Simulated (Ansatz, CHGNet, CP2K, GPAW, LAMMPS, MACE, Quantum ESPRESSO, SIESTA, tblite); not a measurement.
**Forces in liquid Cu15Zr85 (at. %) at 1900 K (61 atoms), program by program**

Aim: forces, pressure of liquid Cu15Zr85 (at. %) at 1900 K (61 atoms) at one geometry, from other programs and methods, against plane-wave PBE.

Results are calculated, not measured.

In doubt: a PseudoDojo file used here is known to give poor structures and forces (SIESTA), which bears on pressures, cells, forces and phonons.

## (1) The cell

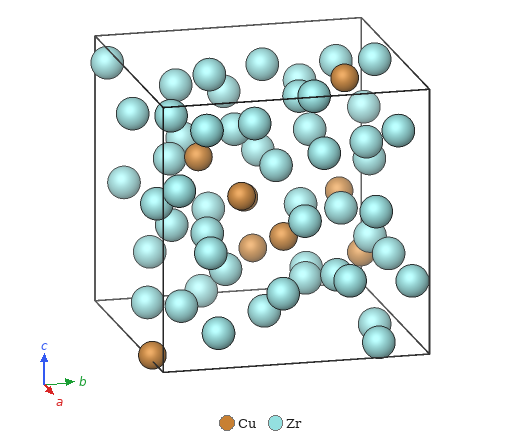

The cell (copper orange, zirconium light teal). Some periodic images of atoms are drawn too.

The cell holds 61 atoms (9 Cu and 52 Zr), with edges of 11.16, 11.16 and 11.16 Å. Recipe: 61 atoms (9 Cu, 52 Zr) placed at random at 6.06 g/cm³, melted at 2200 K for 10 ps at fixed volume with the Finnis-Sinclair Cu-Zr potential (Mendelev, file CuZr_mm.eam.fs of the LAMMPS distribution). Snapshot at the end of a hold of 10 ps at 1900 K and zero pressure. The density is 6.35 g/cm³.

## (2) The reference input

Quantum ESPRESSO 7.5: Kohn-Sham DFT, PBE, SSSP efficiency 1.3.0 pseudopotentials, plane waves. Its input, pw.in:

```
&control
  calculation = 'scf'
  pseudo_dir = './pseudo'
  outdir = './tmp'
  disk_io = 'none'
  tprnfor = .true.
  tstress = .true.
/
&system
  ibrav = 0
  nat = 61
  ntyp = 2
  ecutwfc = 60
  ecutrho = 480
  nosym = .true.
  occupations = 'smearing'
  smearing = 'fd'
  degauss = 0.003675
/
&electrons
  conv_thr = 3.0e-07
  electron_maxstep = 100
  mixing_beta = 0.2
  mixing_mode = 'local-TF'
  diagonalization = 'david'
/
ATOMIC_SPECIES
Cu 63.546 Cu.upf
Zr 91.224 Zr.upf
CELL_PARAMETERS angstrom
11.15850 0.00000 0.00000
0.00000 11.15850 0.00000
0.00000 0.00000 11.15850
ATOMIC_POSITIONS crystal
Cu 0.15212 0.87732 0.39588
Cu 0.36849 0.46442 0.45857
Cu 0.52034 0.25504 0.66621
Cu 0.57374 0.56098 0.35919
[... 55 atom lines left out ...]
Zr 0.86447 0.91759 0.81304
Zr 0.34800 0.10823 0.08014
K_POINTS gamma
```

```console
$ OMP_NUM_THREADS=1 mpirun -np 4 pw.x -in pw.in > output.txt
```

Elapsed: 6.7 min, on 4 MPI ranks of Arm Neoverse V2, shared host; peak memory 5.6 GiB; 27 min of CPU time.

It converged with an r.m.s. force component of 0.85 eV/Å and a pressure of -0.42 GPa.

## (3) The other programs

- CHGNet: machine-learned potential, published weights.
- CP2K 2026.2: Gaussian basis with GTH pseudopotentials and a plane-wave density; labels give functional, basis (MOLOPT sets; SR short-range, UZH the newer set with its own potentials), grid cutoff/relative cutoff and solver (OT: orbital transformation; TRS4, TC2, SIGN: linear-scaling purification with its sparsity filter), or its built-in tight binding.
- MACE: machine-learned potential, published weights.
- SIESTA 5.4.2: numerical atomic orbitals, whose automatically made sets are far from complete, with PseudoDojo norm-conserving potentials that we converted to its format (checked against plane waves on the same files for H, C, O, Si, Ge and Ca alone); labels give functional, basis size, energy shift and mesh cutoff.

All use the same cell and atoms, and the electronic-structure runs the same k-mesh.

## (4) Side by side

Differences are against the reference: forces as r.m.s. over components, share as that over the reference's r.m.s. force, slope as the fitted ratio of a run's forces to the reference's.

```csv
run,"Δ force, r.m.s. (meV/Å)",share (%),slope,Δ pressure (GPa),cores,CPU time,memory (GiB)
reference,-,-,-,-,4,27 min,5.6
CHGNet 0.3.0 potential,327,38.4,0.925,0.0112,1,3.4 s,0.6
CHGNet r2SCAN potential,515,60.4,0.428,-1.09,1,3.3 s,0.6
"CP2K PBE, DZVP-UZH, 280/50 Ry, diagonalisation (coarse)",171,20.1,1.007,1.37,4,26 min,5.8
"CP2K PBE, DZVP-UZH, 800/50 Ry, diagonalisation",35.2,4.14,1.017,1.11,4,28 min,9.6
"CP2K PBE, SZV-MOLOPT-SR, 800/50 Ry, diagonalisation (coarse)",264,31.0,0.942,-2.08,2,11 min,4.8
MACE MPA-0 medium potential,215,25.3,1.009,0.0479,1,7.1 s,0.79
"SIESTA PBE, DZ, shift 0.01 Ry, mesh 500 Ry (coarse)",207,24.3,1.130,-7.37,2,9.4 min,2.2
"SIESTA PBE, DZP, shift 0.002 Ry, mesh 500 Ry",134,15.8,1.137,0.954,4,44 min,5.1
"SIESTA PBE, DZP, shift 0.01 Ry, mesh 500 Ry",101,11.8,1.090,-1.09,2,20 min,3.0
"SIESTA PBE, SZP, shift 0.01 Ry, mesh 500 Ry (coarse)",133,15.6,1.125,-0.102,2,14 min,2.7
```

Rows marked coarse were listed beforehand as settings not expected to be converged; some can still land near the reference.

Times of the machine-learned potentials are mostly Python's start and the loading of weights.

Runs without a result: tblite GFN1-xTB (not converged); GPAW PBE, LCAO dzp, h 0.2 Å (cut off at its time limit); CP2K GFN1-xTB, diagonalisation (not converged); GPAW PBE, LCAO dzp, h 0.28 Å (cut off at its time limit); GPAW PBE, LCAO szp(dzp), h 0.2 Å (cut off at its time limit); GPAW PBE, LCAO dzp, h 0.2 Å, other mixer settings (cut off at its time limit).

CPU time is summed over cores on shared hosts, so it is rough.

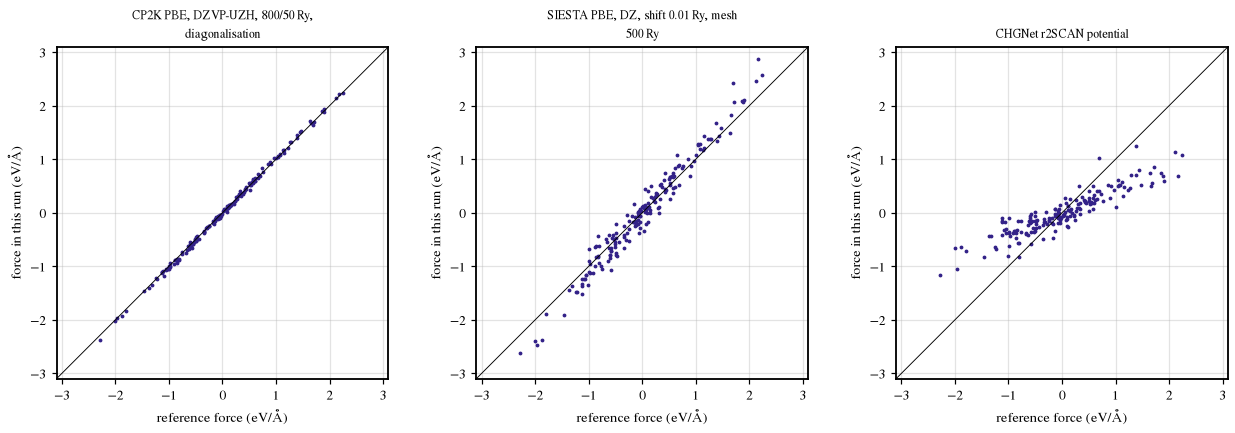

Force components against those of the reference; the line marks equality.

## (5) What came out

Forces lie from 4.1 % (CP2K PBE, DZVP-UZH, 800/50 Ry, diagonalisation) to 60 % (CHGNet r2SCAN potential) of the reference's r.m.s. force of 0.85 eV/Å away from it. The PBE runs in local orbitals, coarse settings apart, differ by 4.1 % (CP2K PBE, DZVP-UZH, 800/50 Ry, diagonalisation) to 16 % (SIESTA PBE, DZP, shift 0.002 Ry, mesh 500 Ry); basis, grid and potentials can all enter. Machine-learned potentials differ by 25 % (MACE MPA-0 medium potential) to 60 % (CHGNet r2SCAN potential); they were trained on other programs' data, some at another functional. Runs with settings chosen to be coarse differ by 16 % (SIESTA PBE, SZP, shift 0.01 Ry, mesh 500 Ry) to 31 % (CP2K PBE, SZV-MOLOPT-SR, 800/50 Ry, diagonalisation), their programs' other errors included.

SIESTA PBE, DZP, shift 0.002 Ry, mesh 500 Ry stiffens the forces by a factor of 1.14 while following their directions (correlation 0.998); the slopes of the 4 SIESTA runs lie between 1.09 and 1.14. From CP2K PBE, DZVP-UZH, 280/50 Ry, diagonalisation to the finer CP2K PBE, DZVP-UZH, 800/50 Ry, diagonalisation the share falls from 20 to 4.1 %. Pressures at PBE, coarse settings apart, lie -1.09 to +1.11 GPa from the reference's.

Caveats: The potentials hold different valence shells: 723 electrons in the reference, 795 in SIESTA; this bears on time and differences. The reference's pressure holds the uncorrected Pulay stress of its 60 Ry basis, so small pressure differences may be the reference's own error. A potential file of the SIESTA runs is in doubt, which bears on their forces and pressure. The frame stands for 1900 K, but pressures are static and levels are smeared at 580 K, under the temperature of the frame, which matters where levels are partly filled. The electron count is odd in these runs, and they have no spin polarisation, so the unpaired electron is spread evenly over both spins. Machine-learned potentials mimic data converged in k, so the reference's own k-point error enters their differences. The network of bonds at the start is that of the classical potential that made the cell, and needn't be the one that DFT or experiment would give. The electron count is odd and the run has no spin polarisation, so levels at the top are partly filled by construction. The electronic-structure runs sample only Γ, in a cell whose shortest periodic width is 11 Å, which is coarse for a cell with partly filled levels. CP2K warns in some runs that its smearing reaches the highest orbitals computed, so too few empty orbitals were added. Where levels are smeared, the DFT runs use Fermi–Dirac occupations at 580 K (0.05 eV), and energies are free energies. The reference's cutoffs and mesh weren't converged further here.

[Logs are printed without paths, hosts, clocks, repeated set-up lines and the standing remarks that a program may print on its own settings, such as how far it seeks lower states.]

[Hosts, paths, dates, database ids (printed as entryN), source tags and the programs' standing remarks are cut or masked in the printed files.]

[Cells were taken only where this reference lay near another plane-wave run.]
